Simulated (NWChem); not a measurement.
# AlGeH4Cl (SMILES [Cl][AlH][GeH3]): levels of theory compared

Wanted: a comparison of 6 runs (HF/3-21G, B3LYP/6-31G*, B3LYP/def2-SVP, M06-2X/def2-SVP, SVWN5/def2-SVP) of AlGeH4Cl. 

Program for the calculation: NWChem 7.3.0.

30 further runs of the same task are left out: 30 set aside as unsound or not needed. Runs told in other sessions of the task aren't counted.

### 1 The system as given

AlGeH4Cl has 7 atoms, charge 0, and is taken as a singlet. SMILES: `[Cl][AlH][GeH3]`. One bond was lengthened or shortened from a relaxed shape.

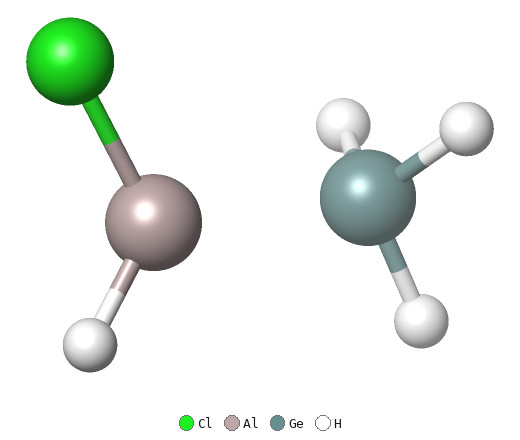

The structure, seen from a chosen angle (chlorine green, aluminium light grey, germanium teal, hydrogen white).

### 2 The energy at HF/3-21G (run 1)

File run.py:

```python
from ase import Atoms
from ase.calculators.nwchem import NWChem

mol = Atoms('ClAlGeHHHH', positions=[
    [-2.638288, -1.868407, -0.091227],
    [-0.564388, -1.655907, 0.180173],
    [0.501100, 0.959800, -0.093300],
    [0.240512, -2.973207, 0.515673],
    [0.225700, 1.522500, -1.499900],
    [-0.144000, 1.926400, 0.916800],
    [2.023700, 0.997300, 0.133100],
])

calc = NWChem(
    label='alclgeh4',
    theory='scf',
    memory='2200 mb',
    basis='3-21G',
    basispar='spherical bse',
    scf={'nopen': '0', 'rhf': None, 'thresh': '1e-08', 'maxiter': '80'},
    task='energy',
)
mol.calc = calc

e = mol.get_potential_energy()
print(f"E = {e:.6f} eV")
print("dipole (e A):", mol.get_dipole_moment().round(4))
```

Launch:

```bash
export ASE_NWCHEM_COMMAND="nwchem PREFIX.nwi > PREFIX.nwo"
python run.py
```

The log of the run:

```text
E = -75255.139419 eV
dipole (e A): [ 0.5133 -0.0062  0.077 ]
```

The calculator wrote alclgeh4.nwi:

```
title "alclgeh4"

permanent_dir alclgeh4

scratch_dir alclgeh4

start alclgeh4

geometry units angstrom nocenter noautosym noautoz
  Cl -2.6382880000000002e+00 -1.8684069999999999e+00 -9.1227000000000003e-02
  Al -5.6438800000000000e-01 -1.6559070000000000e+00 1.8017300000000000e-01
  Ge 5.0109999999999999e-01 9.5979999999999999e-01 -9.3299999999999994e-02
  H  2.4051200000000000e-01 -2.9732069999999999e+00 5.1567300000000005e-01
  H  2.2570000000000001e-01 1.5225000000000000e+00 -1.4999000000000000e+00
  H  -1.4399999999999999e-01 1.9263999999999999e+00 9.1679999999999995e-01
  H  2.0236999999999998e+00 9.9729999999999996e-01 1.3310000000000000e-01
end

memory 2200 mb

basis spherical bse noprint
   * library 3-21G
end

scf
  nopen 0
  rhf
  thresh 1e-08
  maxiter 80
end

task scf energy
```

alclgeh4.nwo:

```text
Northwest Computational Chemistry Package (NWChem) 7.3.0
             --------------------------------------------------------

           Job information
           ---------------

    nwchem branch   = 7.3.0
    use scalapack   = T
    input           = alclgeh4.nwi
    prefix          = alclgeh4.
    data base       = alclgeh4/alclgeh4.db
    status          = startup
    nproc           =        1

           Memory information
           ------------------

[... 5 lines left out ...]
    hardfail = no
[... 131 lines left out ...]
         Quadratically convergent ROHF
[... 14 lines left out ...]
       Final RHF  results
[... 4 lines left out ...]
      Two-electron energy =   1345.735597663688
[... 52 lines left out ...]
                       ROHF Final Molecular Orbital Analysis
[... 222 lines left out ...]
       Multipole analysis of the density wrt the origin
       ------------------------------------------------

     L   x y z        total         open         nuclear
     -   - - -        -----         ----         -------
     0   0 0 0     -0.000000      0.000000     66.000000

     1   1 0 0      0.969918      0.000000    -63.885641
[... 8 lines of this table left out ...]
     2   0 0 2    -33.346813      0.000000     15.055262

 Task  times  cpu:        3.4s     wall:        3.4s
 Total times  cpu:        3.5s     wall:        3.5s
```

Wall time 4.8 s (1 thread of Intel Xeon Platinum 8375C at 2.90GHz (Ice Lake), shared host); peak memory 0.096 GiB.

### 3 The energy at B3LYP/6-31G(d) (spherical functions) (run 2)

File run.py:

```python
from ase import Atoms
from ase.calculators.nwchem import NWChem

system = Atoms(['Cl', 'Al', 'Ge', 'H', 'H', 'H', 'H'], positions=[
    [-2.638288, -1.868407, -0.091227],
    [-0.564388, -1.655907, 0.180173],
    [0.501100, 0.959800, -0.093300],
    [0.240512, -2.973207, 0.515673],
    [0.225700, 1.522500, -1.499900],
    [-0.144000, 1.926400, 0.916800],
    [2.023700, 0.997300, 0.133100],
])

calc = NWChem(
    label='run',
    theory='dft',
    memory='2200 mb',
    basis='6-31G*',
    basispar='spherical bse',
    dft={'xc': 'b3lyp', 'mult': '1', 'grid': 'xfine', 'convergence': 'energy 1e-08', 'iterations': '100', 'mulliken': None},
    task='energy',
)
system.calc = calc

print(f"energy = {system.get_potential_energy():.6f} eV")
print("dipole (e A):", system.get_dipole_moment().round(4))
```

Launch:

```bash
export ASE_NWCHEM_COMMAND="nwchem PREFIX.nwi > PREFIX.nwo"
python run.py
```

The log of the run:

```text
energy = -75697.808050 eV
dipole (e A): [ 0.273  -0.0342  0.0461]
```

The calculator wrote run.nwi:

```
title "run"

permanent_dir run

scratch_dir run

start run

geometry units angstrom nocenter noautosym noautoz
  Cl -2.6382880000000002e+00 -1.8684069999999999e+00 -9.1227000000000003e-02
  Al -5.6438800000000000e-01 -1.6559070000000000e+00 1.8017300000000000e-01
  Ge 5.0109999999999999e-01 9.5979999999999999e-01 -9.3299999999999994e-02
  H  2.4051200000000000e-01 -2.9732069999999999e+00 5.1567300000000005e-01
  H  2.2570000000000001e-01 1.5225000000000000e+00 -1.4999000000000000e+00
  H  -1.4399999999999999e-01 1.9263999999999999e+00 9.1679999999999995e-01
  H  2.0236999999999998e+00 9.9729999999999996e-01 1.3310000000000000e-01
end

memory 2200 mb

basis spherical bse noprint
   * library 6-31G*
end

dft
  xc b3lyp
  mult 1
  grid xfine
  convergence energy 1e-08
  iterations 100
  mulliken
end

task dft energy
```

run.nwo:

```text
Northwest Computational Chemistry Package (NWChem) 7.3.0
             --------------------------------------------------------

           Job information
           ---------------

    nwchem branch   = 7.3.0
    use scalapack   = T
    input           = run.nwi
    prefix          = run.
    data base       = run/run.db
    status          = startup
    nproc           =        1

           Memory information
           ------------------

[... 5 lines left out ...]
    hardfail = no
[... 120 lines left out ...]
          Convergence on energy requested:  1.00D-08
[... 27 lines left out ...]
          Convergence Information
[... 30 lines left out ...]
 1-e energy   =   -4381.858760
[... 42 lines left out ...]
      One electron energy =    -4383.319958653382
[... 8 lines left out ...]
                       DFT Final Molecular Orbital Analysis
[... 576 lines left out ...]
     Multipole analysis of the density
     ---------------------------------

     L   x y z        total         alpha         beta         nuclear
     -   - - -        -----         -----         ----         -------
     0   0 0 0     -0.000000    -33.000000    -33.000000     66.000000

     1   1 0 0      0.515987     32.200814     32.200814    -63.885641
[... 8 lines of this table left out ...]
     2   0 0 2    -31.901468    -23.478365    -23.478365     15.055262

 Task  times  cpu:       27.9s     wall:       27.9s
 Total times  cpu:       28.0s     wall:       28.0s
```

Run time: 29 s. Hardware: 1 thread of Intel Xeon Platinum 8375C at 2.90GHz (Ice Lake), shared host; peak memory 0.13 GiB.

Runs 3 to 5 aren't shown in full; the table further down has their settings and results.

### 4 The energy at SVWN5/def2-SVP (run 6)

File run.py:

```python
from ase import Atoms
from ase.calculators.nwchem import NWChem

atoms = Atoms(['Cl', 'Al', 'Ge', 'H', 'H', 'H', 'H'], positions=[
    [-2.638288, -1.868407, -0.091227],
    [-0.564388, -1.655907, 0.180173],
    [0.501100, 0.959800, -0.093300],
    [0.240512, -2.973207, 0.515673],
    [0.225700, 1.522500, -1.499900],
    [-0.144000, 1.926400, 0.916800],
    [2.023700, 0.997300, 0.133100],
])

calc = NWChem(
    label='nw',
    theory='dft',
    memory='2200 mb',
    basis='def2-SVP',
    basispar='spherical bse',
    dft={'xc': 'slater vwn_5', 'mult': '1', 'grid': 'xfine', 'convergence': 'energy 1e-08', 'iterations': '100', 'mulliken': None},
    task='energy',
)
atoms.calc = calc

e = atoms.get_potential_energy()
print(f"E = {e:.6f} eV")
print("dipole (e A):", atoms.get_dipole_moment().round(4))
```

Launch:

```bash
export ASE_NWCHEM_COMMAND="nwchem PREFIX.nwi > PREFIX.nwo"
python run.py
```

The log of the run:

```text
E = -75535.234637 eV
dipole (e A): [ 0.1598 -0.0623  0.034 ]
```

The calculator wrote nw.nwi:

```
title "nw"

permanent_dir nw

scratch_dir nw

start nw

geometry units angstrom nocenter noautosym noautoz
  Cl -2.6382880000000002e+00 -1.8684069999999999e+00 -9.1227000000000003e-02
  Al -5.6438800000000000e-01 -1.6559070000000000e+00 1.8017300000000000e-01
  Ge 5.0109999999999999e-01 9.5979999999999999e-01 -9.3299999999999994e-02
  H  2.4051200000000000e-01 -2.9732069999999999e+00 5.1567300000000005e-01
  H  2.2570000000000001e-01 1.5225000000000000e+00 -1.4999000000000000e+00
  H  -1.4399999999999999e-01 1.9263999999999999e+00 9.1679999999999995e-01
  H  2.0236999999999998e+00 9.9729999999999996e-01 1.3310000000000000e-01
end

memory 2200 mb

basis spherical bse noprint
   * library def2-SVP
end

dft
  xc slater vwn_5
  mult 1
  grid xfine
  convergence energy 1e-08
  iterations 100
  mulliken
end

task dft energy
```

nw.nwo:

```text
Northwest Computational Chemistry Package (NWChem) 7.3.0
             --------------------------------------------------------

           Job information
           ---------------

    nwchem branch   = 7.3.0
    use scalapack   = T
    input           = nw.nwi
    prefix          = nw.
    data base       = nw/nw.db
    status          = startup
    nproc           =        1

           Memory information
           ------------------

[... 5 lines left out ...]
    hardfail = no
[... 120 lines left out ...]
          Convergence on energy requested:  1.00D-08
[... 23 lines left out ...]
          Convergence Information
[... 30 lines left out ...]
 1-e energy   =   -4382.521118
[... 44 lines left out ...]
      One electron energy =    -4382.963777901509
[... 8 lines left out ...]
                       DFT Final Molecular Orbital Analysis
[... 661 lines left out ...]
     Multipole analysis of the density
     ---------------------------------

     L   x y z        total         alpha         beta         nuclear
     -   - - -        -----         -----         ----         -------
     0   0 0 0     -0.000000    -33.000000    -33.000000     66.000000

     1   1 0 0      0.301955     32.093798     32.093798    -63.885641
[... 8 lines of this table left out ...]
     2   0 0 2    -32.164814    -23.610038    -23.610038     15.055262

 Task  times  cpu:       16.1s     wall:       16.1s
 Total times  cpu:       16.2s     wall:       16.2s
```

Wall time 18 s (1 thread of Intel Xeon Platinum 8375C at 2.90GHz (Ice Lake), shared host); peak memory 0.13 GiB.

### 5 All runs side by side

```tsv
run	level	iteration cap	module	energy (Eh)	dipole moment (D)	HOMO energy (eV)	LUMO energy (eV)	wall time
1	HF/3-21G	80	scf	-2765.575386	2.49	-9.74	0.48	4.8 s
2	B3LYP/6-31G* (spherical functions)	100	dft	-2781.843159	1.34	-7.09	-2.04	29 s
3	B3LYP/6-31G* (Cartesian functions)	100	dft	-2781.852894	1.34	-7.09	-2.04	27 s
4	B3LYP/def2-SVP	100	dft	-2781.683190	0.92	-7.09	-2.01	27 s
5	M06-2X/def2-SVP	100	dft	-2781.562209	1.10	–	–	35 s
6	SVWN5/def2-SVP	100	dft	-2775.868696	0.84	-6.35	-2.77	18 s
```

### 6 What came out

| quantity | value |
| --- | --- |
| run 6: total energy | -2775.86870 Eh |
| run 6: dipole moment | 0.84 D |
| run 6: HOMO energy | -6.35 eV |
| run 6: LUMO energy | -2.77 eV |
| run 6: HOMO–LUMO gap | 3.59 eV |

In words: The dipole moment (its size) runs from 0.84 D (SVWN5/def2-SVP) to 2.49 D (HF/3-21G). The two ends differ in method and basis. Over runs 1, 2, 3, 4, 6 the HOMO–LUMO gap runs from 3.59 eV (SVWN5/def2-SVP) to 10.22 eV (HF/3-21G). Totals of different functionals can't be ranked against each other. All runs together took 2.3 min, the longest 35 s.
